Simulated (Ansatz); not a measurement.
**H6OSi2···H···Cl: density, localisation and related maps**

Input

```
crystal:
  periodic: [false, false, false]
  atoms:
    - {symbol: Si, position_ang: [-0.768069, 0.929538, -0.462595]}
    - {symbol: H, position_ang: [0.290627, 2.075202, -1.181594]}
    - {symbol: O, position_ang: [-0.488424, -0.650643, -0.409736]}
    - {symbol: Si, position_ang: [0.330980, -1.796137, 0.474617]}
    - {symbol: H, position_ang: [-1.465918, 1.078453, -1.765949]}
    - {symbol: H, position_ang: [-1.517509, 1.646009, 0.578905]}
    - {symbol: H, position_ang: [0.761597, 1.920207, -0.437304]}
    - {symbol: Cl, position_ang: [1.236402, 1.258789, 1.093438]}
    - {symbol: H, position_ang: [0.125400, -1.594394, 1.926224]}
    - {symbol: H, position_ang: [1.766915, -1.779523, 0.121507]}
    - {symbol: H, position_ang: [-0.272102, -3.087400, 0.062387]}
basis:
  gaussian: {orbitals: def2-TZVPP}
hamiltonian: {xc: pbe0, dispersion: d4}
output: {orbitals: {seedname: orbitals}}
```

Command:

```sh
ansatz run in.yaml --threads 4 --pin off --events-out ev --progress --plain --max-ram 9574MiB
```

A transition-state structure; geometry: PBE0-D4/def2-TZVP.

Method: RKS PBE0-D4/def2-TZVPP in Ansatz.

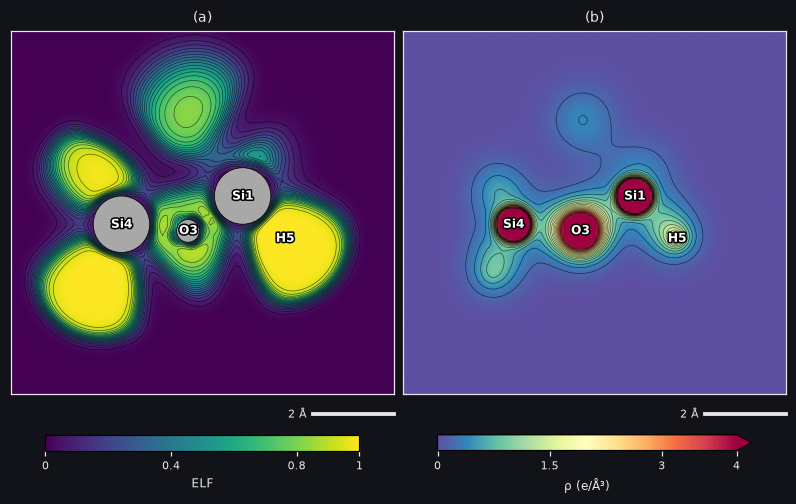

Figure 1. (a) ELF; (b) total electron density on the plane of atoms O3, Si1 and H5. Grey discs cover the atomic cores in the ELF map.

Q: What do the fields say about this system?

A: Atoms in the plane: Si, O and H.
Si–O (1.61 Å): the density is about 1.2 e/Å³ at the midpoint; the ELF peaks at about 0.85 between the atoms (a short, strongly polar bond).
Si–H (1.49 Å): ρ is about 0.85 e/Å³ halfway; the ELF climbs to about 1 towards the hydrogen, as it does in any bond to H.
Si–O (1.66 Å): ρ at the midpoint is about 1.1 e/Å³; the ELF peaks at about 0.85 between the atoms (a polar covalent bond).
The ELF also peaks beside O3, away from the bonds: lone-pair regions.

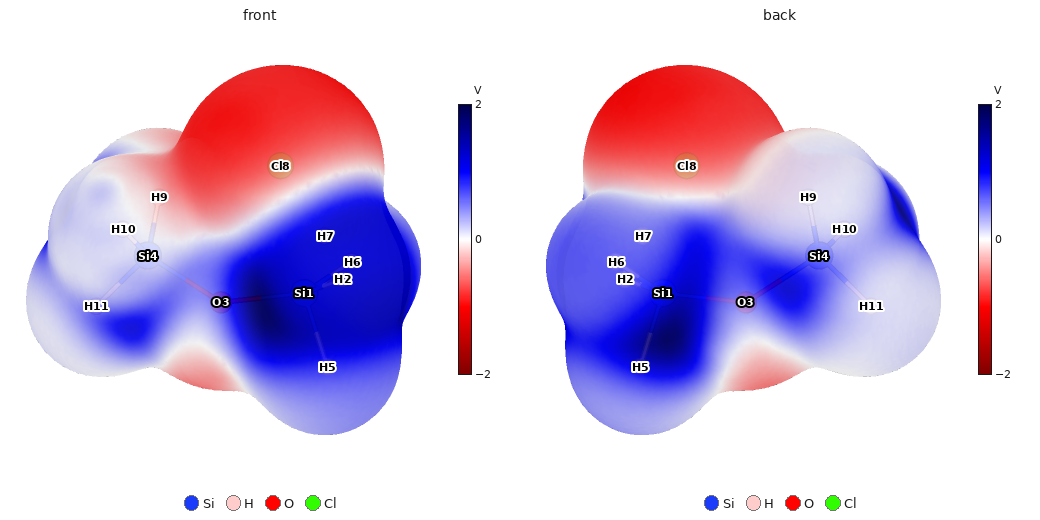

Figure 2. The electrostatic potential painted on the density surface at 0.002 e/bohr³, seen from the front and from behind; red is negative and blue positive.

Q: Which sites attract a positive test charge, and which a negative one?

A: A positive charge is drawn to the negative regions and a negative charge to the positive ones. The most negative region (about −1.0 V, or −23 kcal/mol for a unit charge) lies over Cl8, the most positive (about +1.8 V, or +42 kcal/mol for a unit charge) over Si1.

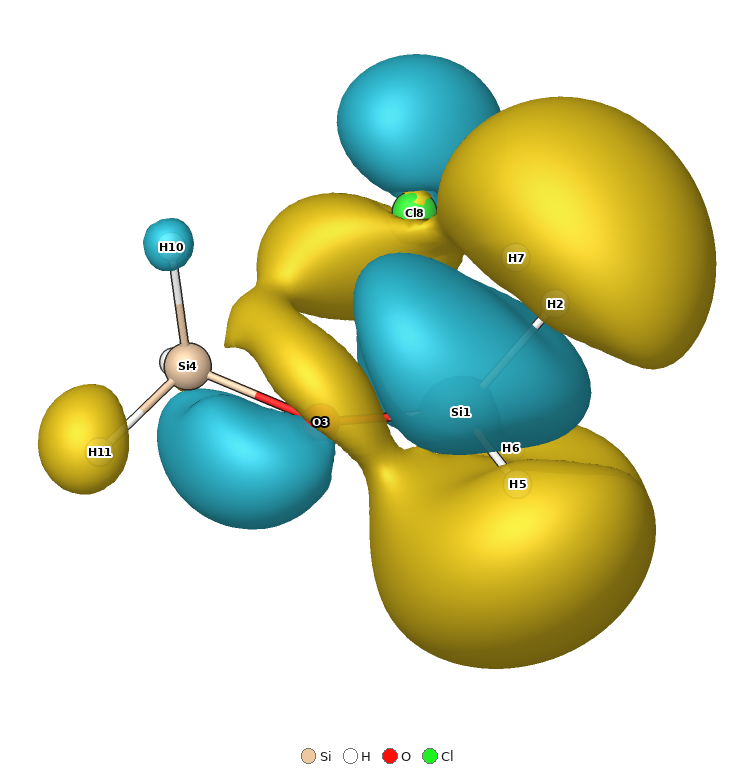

Figure 3. One frontier orbital at ±0.05 Å⁻³ᐟ² (yellow and cyan are the two phases), seen at a tilt.

Q: Which orbital is it: HOMO or LUMO?

A: The LUMO, at −0.80 eV. Its weight (Hirshfeld) is mainly on Si1 (about 40 %), H7 (about 15 %), H2 (about 10 %), Cl8 (about 10 %), O3 (about 5 %) and H5 (about 5 %).
